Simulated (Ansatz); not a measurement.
# C$_{3}$H$_{11}$GaO: geometry relaxation (part 1 of 2)

System: C$_{3}$H$_{11}$GaO.
Method: RKS PBE-D4/def2-SVP (Ansatz 0.2.0).

The geometry: force-field start. Figures and captions count atoms from 1; the log counts them from 0 in places.

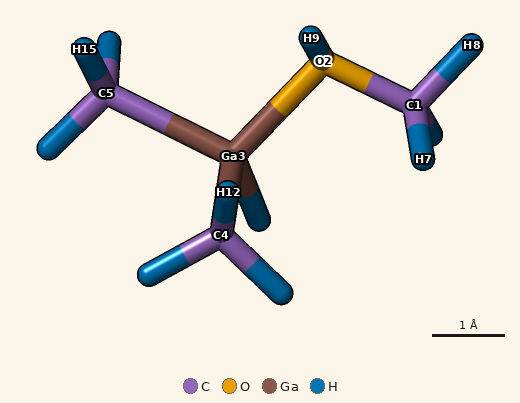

The input geometry (stick view, seen at a tilt; atoms are numbered from 1 in the order of the input). Sticks mark near contacts.

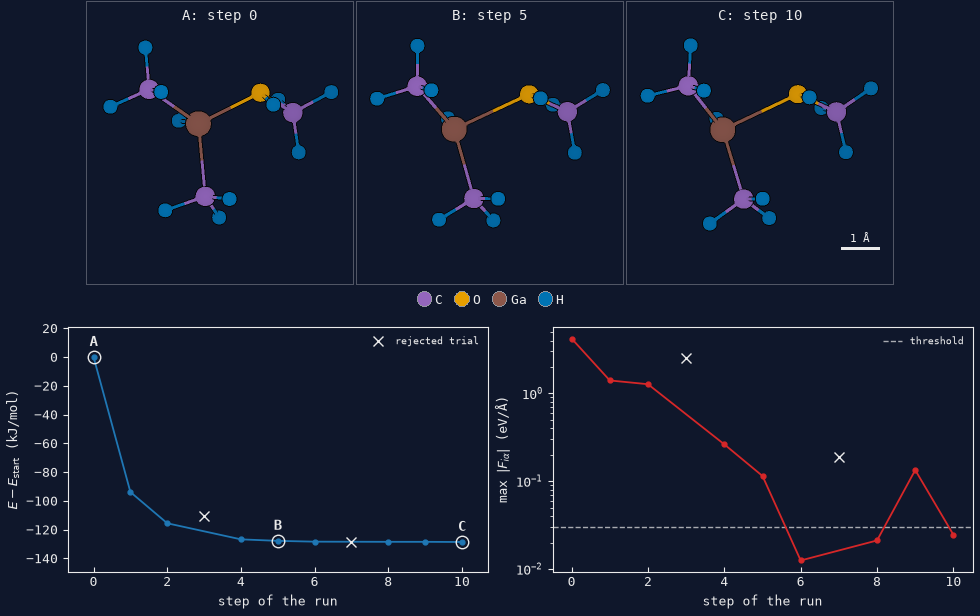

Frames of the relaxation (ball-and-stick view, seen at a tilt) above the curves, on which the letters mark them (the first geometry is step 0 here and step 1 in the log).

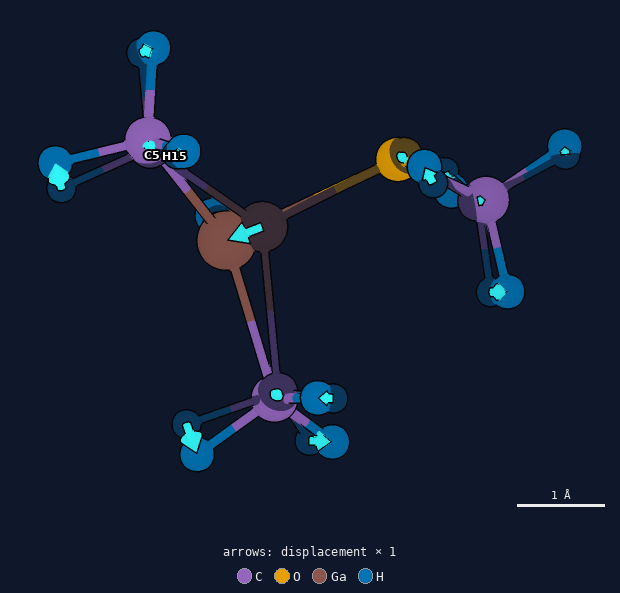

Start (faint) and end (solid) with the displacements as teal arrows, at true length (ball-and-stick view, seen at a tilt). The two geometries are laid on each other by the best rigid fit. The energy falls by 128.6 kJ/mol in 10 geometry steps. The largest force component goes from 4.2 to 0.024 eV/Å. The line search rejected the trial steps at points 3, 7 (counted from 0) and went back. The atom that moves furthest after the best rigid fit is Ga3 (0.45 Å). Largest moves by element: Ga 0.45 Å, H 0.44 Å, C 0.15 Å, O 0.12 Å. Distances before and after: O2–Ga3 1.846 → 2.206 Å, C4–H12 1.052 → 1.112 Å, C1–H6 1.166 → 1.106 Å, C1–H8 1.160 → 1.110 Å. Among the angles that change: O2–Ga3–H10 112.0° → 95.0°, C5–Ga3–H10 109.2° → 120.1°, C4–Ga3–C5 107.0° → 117.9°. (Atoms are counted from 1 in the order of the input.)

These pictures come from the run below.

The input
```yaml
crystal:
  periodic: [false, false, false]
  atoms:
    - {symbol: C, position_ang: [-0.214900, 0.685100, -2.136400]}
    - {symbol: O, position_ang: [0.192400, 1.143100, -0.886000]}
    - {symbol: Ga, position_ang: [-0.466300, -0.019900, 0.387000]}
    - {symbol: C, position_ang: [0.595000, -1.761200, 0.251900]}
    - {symbol: C, position_ang: [-0.102900, 0.747400, 2.193300]}
    - {symbol: H, position_ang: [-1.373600, 0.794900, -2.197800]}
    - {symbol: H, position_ang: [0.109200, -0.297600, -2.394600]}
    - {symbol: H, position_ang: [0.168200, 1.437600, -2.931600]}
    - {symbol: H, position_ang: [1.182800, 1.026500, -0.850500]}
    - {symbol: H, position_ang: [-2.012300, -0.253100, 0.226200]}
    - {symbol: H, position_ang: [0.438500, -2.312700, 1.242200]}
    - {symbol: H, position_ang: [1.606900, -1.583000, 0.027900]}
    - {symbol: H, position_ang: [0.006000, -2.353600, -0.562200]}
    - {symbol: H, position_ang: [-0.515900, 0.071800, 3.002900]}
    - {symbol: H, position_ang: [0.983700, 0.887600, 2.359000]}
    - {symbol: H, position_ang: [-0.619800, 1.764400, 2.312800]}
basis:
  gaussian: {orbitals: def2-SVP}
hamiltonian: {xc: pbe, dispersion: d4}
relax: {f_tol: 0.03, max_steps: 200}
```

Run as:
```bash
ansatz run in.yaml --threads 4 --pin off --events-out ev --progress --plain --max-ram 11315MiB
```

Output
```
Functional definition: PBE
  name "PBE"
  cite "Perdew, Burke & Ernzerhof, Phys. Rev. Lett. 77, 3865 (1996) doi:10.1103/PhysRevLett.77.3865"
  parent pbe
  parameter kappa = 0.804
  parameter beta = 0.06672455060314922
  exchange = pbe_x(kappa = kappa, mu = beta*pi^2/3)
  correlation = pbe_c(beta = beta)
1610 factors; their error is unknown
mean field evaluation 1: about -57669.5153 eV, gradient 9.1e1 eV
mean field evaluation 2: about -57639.6574 eV, gradient 1.3e2 eV
mean field evaluation 4: about -57688.2958 eV, gradient 6.7e0 eV
mean field evaluation 8: about -57688.4089 eV, gradient 3.3e-1 eV
mean field evaluation 16: about -57688.3486 eV, gradient 1.9e-3 eV
mean field -57688.34861043 eV, -2120.0077088661 hartree, gradient 3.1e-5 eV, S^2 0.000000; 0 other end points of the search recorded, 0 dependent functions left out
the calculation of the forces begins
reference -57688.34865162 eV, -2120.0077103798 hartree; 34, 34 occupied and 109, 109 virtual orbitals, 1610 factors
relax step   1: F+E_penalty+E_count = -57688.67081388 eV  Δ(F+E_penalty+E_count) = +0.000e0 eV  max|allowed force component| = 4.210e0 eV/Å  Δτ_max = 0.0000 Å  (30 SCF iters, accepted)
these checks for a lower state are left out or cut short: starts, cluster_reference, orbital_swaps, neighbouring_geometries, increment
1610 factors; their error is unknown
mean field -57689.32890644 eV, -2120.0437340801 hartree, gradient 8.0e-6 eV, S^2 0.000000; 0 other end points of the search recorded, 0 dependent functions left out
the calculation of the forces begins
reference -57689.32894825 eV, -2120.0437356166 hartree; 34, 34 occupied and 109, 109 virtual orbitals, 1610 factors
relax step   2: F+E_penalty+E_count = -57689.64364120 eV  Δ(F+E_penalty+E_count) = -9.728e-1 eV  max|allowed force component| = 1.403e0 eV/Å  Δτ_max = 0.1917 Å  (29 SCF iters, accepted)
these checks for a lower state are left out or cut short: starts, cluster_reference, orbital_swaps, neighbouring_geometries, increment
1610 factors; their error is unknown
mean field evaluation 32: about -57689.5581 eV, gradient 1.8e-3 eV
mean field -57689.55812425 eV, -2120.0521576792 hartree, gradient 1.8e-5 eV, S^2 0.000000; 0 other end points of the search recorded, 0 dependent functions left out
the calculation of the forces begins
reference -57689.55816625 eV, -2120.0521592228 hartree; 34, 34 occupied and 109, 109 virtual orbitals, 1610 factors
relax step   3: F+E_penalty+E_count = -57689.86857676 eV  Δ(F+E_penalty+E_count) = -2.249e-1 eV  max|allowed force component| = 1.272e0 eV/Å  Δτ_max = 0.2000 Å  (27 SCF iters, accepted)
these checks for a lower state are left out or cut short: starts, cluster_reference, orbital_swaps, neighbouring_geometries, increment
1610 factors; their error is unknown
mean field -57689.50839325 eV, -2120.0503300988 hartree, gradient 2.0e-5 eV, S^2 0.000000; 0 other end points of the search recorded, 0 dependent functions left out
the calculation of the forces begins
reference -57689.50843525 eV, -2120.0503316420 hartree; 34, 34 occupied and 109, 109 virtual orbitals, 1610 factors
relax step   4: F+E_penalty+E_count = -57689.81608527 eV  Δ(F+E_penalty+E_count) = +5.249e-2 eV  max|allowed force component| = 2.497e0 eV/Å  Δτ_max = 0.2000 Å  (34 SCF iters, rejected (line search))
these checks for a lower state are left out or cut short: starts, cluster_reference, orbital_swaps, neighbouring_geometries, increment
1610 factors; their error is unknown
mean field -57689.67797374 eV, -2120.0565620667 hartree, gradient 9.1e-6 eV, S^2 0.000000; 0 other end points of the search recorded, 0 dependent functions left out
the calculation of the forces begins
reference -57689.67801591 eV, -2120.0565636164 hartree; 34, 34 occupied and 109, 109 virtual orbitals, 1610 factors
relax step   5: F+E_penalty+E_count = -57689.98440476 eV  Δ(F+E_penalty+E_count) = -1.158e-1 eV  max|allowed force component| = 2.625e-1 eV/Å  Δτ_max = 0.0998 Å  (29 SCF iters, accepted)
these checks for a lower state are left out or cut short: starts, cluster_reference, orbital_swaps, neighbouring_geometries, increment
1610 factors; their error is unknown
mean field -57689.68909306 eV, -2120.0569706941 hartree, gradient 2.0e-5 eV, S^2 0.000000; 0 other end points of the search recorded, 0 dependent functions left out
the calculation of the forces begins
reference -57689.68913527 eV, -2120.0569722454 hartree; 34, 34 occupied and 109, 109 virtual orbitals, 1610 factors
relax step   6: F+E_penalty+E_count = -57689.99529277 eV  Δ(F+E_penalty+E_count) = -1.089e-2 eV  max|allowed force component| = 1.145e-1 eV/Å  Δτ_max = 0.1000 Å  (29 SCF iters, accepted)
these checks for a lower state are left out or cut short: starts, cluster_reference, orbital_swaps, neighbouring_geometries, increment
1610 factors; their error is unknown
mean field -57689.69498240 eV, -2120.0571871236 hartree, gradient 2.1e-5 eV, S^2 0.000000; 0 other end points of the search recorded, 0 dependent functions left out
the calculation of the forces begins
reference -57689.69502462 eV, -2120.0571886751 hartree; 34, 34 occupied and 109, 109 virtual orbitals, 1610 factors
relax step   7: F+E_penalty+E_count = -57690.00111127 eV  Δ(F+E_penalty+E_count) = -5.818e-3 eV  max|allowed force component| = 1.248e-2 eV/Å  Δτ_max = 0.0785 Å  (28 SCF iters, accepted)
these checks for a lower state are left out or cut short: starts, cluster_reference, orbital_swaps, neighbouring_geometries, increment
1610 factors; their error is unknown
mean field evaluation 64: about -57689.7256 eV, gradient 2.9e0 eV
mean field -57689.69363892 eV, -2120.0571377516 hartree, gradient 2.0e-5 eV, S^2 0.000000; 0 other end points of the search recorded, 0 dependent functions left out
the calculation of the forces begins
reference -57689.69368105 eV, -2120.0571392996 hartree; 34, 34 occupied and 109, 109 virtual orbitals, 1610 factors
relax step   8: F+E_penalty+E_count = -57690.00047768 eV  Δ(F+E_penalty+E_count) = +6.336e-4 eV  max|allowed force component| = 1.893e-1 eV/Å  Δτ_max = 0.0838 Å  (29 SCF iters, rejected (line search))
these checks for a lower state are left out or cut short: starts, cluster_reference, orbital_swaps, neighbouring_geometries, increment
1610 factors; their error is unknown
mean field -57689.69561100 eV, -2120.0572102241 hartree, gradient 1.9e-5 eV, S^2 0.000000; 0 other end points of the search recorded, 0 dependent functions left out
the calculation of the forces begins
reference -57689.69565318 eV, -2120.0572117741 hartree; 34, 34 occupied and 109, 109 virtual orbitals, 1610 factors
relax step   9: F+E_penalty+E_count = -57690.00224019 eV  Δ(F+E_penalty+E_count) = -1.129e-3 eV  max|allowed force component| = 2.111e-2 eV/Å  Δτ_max = 0.0418 Å  (28 SCF iters, accepted)
these checks for a lower state are left out or cut short: starts, cluster_reference, orbital_swaps, neighbouring_geometries, increment
1610 factors; their error is unknown
mean field -57689.69531767 eV, -2120.0571994445 hartree, gradient 2.0e-5 eV, S^2 0.000000; 0 other end points of the search recorded, 0 dependent functions left out
the calculation of the forces begins
reference -57689.69535981 eV, -2120.0572009929 hartree; 34, 34 occupied and 109, 109 virtual orbitals, 1610 factors
relax step  10: F+E_penalty+E_count = -57690.00230487 eV  Δ(F+E_penalty+E_count) = -6.468e-5 eV  max|allowed force component| = 1.338e-1 eV/Å  Δτ_max = 0.0977 Å  (28 SCF iters, accepted)
these checks for a lower state are left out or cut short: starts, cluster_reference, orbital_swaps, neighbouring_geometries, increment
1610 factors; their error is unknown
mean field -57689.69652675 eV, -2120.0572438772 hartree, gradient 1.9e-5 eV, S^2 0.000000; 0 other end points of the search recorded, 0 dependent functions left out
the calculation of the forces begins
reference -57689.69656888 eV, -2120.0572454256 hartree; 34, 34 occupied and 109, 109 virtual orbitals, 1610 factors
relax step  11: F+E_penalty+E_count = -57690.00345752 eV  Δ(F+E_penalty+E_count) = -1.153e-3 eV  max|allowed force component| = 2.449e-2 eV/Å  Δτ_max = 0.0132 Å  (30 SCF iters, accepted)
1610 factors; their error is unknown
mean field evaluation 96: about -57689.2225 eV, gradient 1.5e1 eV
mean field -57689.69652675 eV, -2120.0572438772 hartree, gradient 2.0e-5 eV, S^2 0.000000; 1 other end points of the search recorded, 0 dependent functions left out
the calculation of the forces begins
reference -57689.69656888 eV, -2120.0572454256 hartree; 34, 34 occupied and 109, 109 virtual orbitals, 1610 factors
Total energy: -57690.00349965 eV, -2120.0685249235 hartree
Atom 0 at    -0.187965     0.721455    -2.225724 Å, force    -0.002760     0.000565     0.001072 eV/Å
Atom 1 at     0.094268     1.079121    -0.866482 Å, force     0.002526    -0.000213    -0.014626 eV/Å
Atom 2 at    -0.645201    -0.271402     0.713233 Å, force     0.020115     0.004689    -0.012504 eV/Å
Atom 3 at     0.479655    -1.855990     0.224483 Å, force     0.008835    -0.016257    -0.001307 eV/Å
Atom 4 at    -0.063558     0.844679     2.261015 Å, force    -0.001648    -0.000204     0.002680 eV/Å
Atom 5 at    -1.284685     0.598356    -2.296102 Å, force     0.004608    -0.000259     0.000726 eV/Å
Atom 6 at     0.295560    -0.236567    -2.513949 Å, force     0.000649     0.004142     0.000698 eV/Å
Atom 7 at     0.131350     1.528777    -2.917512 Å, force    -0.001870    -0.002579     0.001345 eV/Å
Atom 8 at     1.058075     1.188059    -0.754662 Å, force    -0.006627     0.000634     0.006498 eV/Å
Atom 9 at    -2.164058    -0.234516     0.227042 Å, force    -0.000749    -0.003627     0.007395 eV/Å
Atom 10 at     0.352056    -2.655707     0.985952 Å, force    -0.000573     0.012519    -0.018173 eV/Å
Atom 11 at     1.563365    -1.607548     0.206317 Å, force    -0.024492    -0.004860     0.003759 eV/Å
Atom 12 at     0.207520    -2.298954    -0.756647 Å, force     0.004889     0.009409     0.022785 eV/Å
Atom 13 at    -0.391770     0.371249     3.210691 Å, force     0.001458     0.002866    -0.001163 eV/Å
Atom 14 at     1.040863     0.946311     2.317109 Å, force    -0.003507    -0.003285    -0.000189 eV/Å
Atom 15 at    -0.508476     1.859976     2.229334 Å, force    -0.000854    -0.003541     0.001004 eV/Å
Dipole moment:     0.448656     0.259505    -0.612099 e Å
```
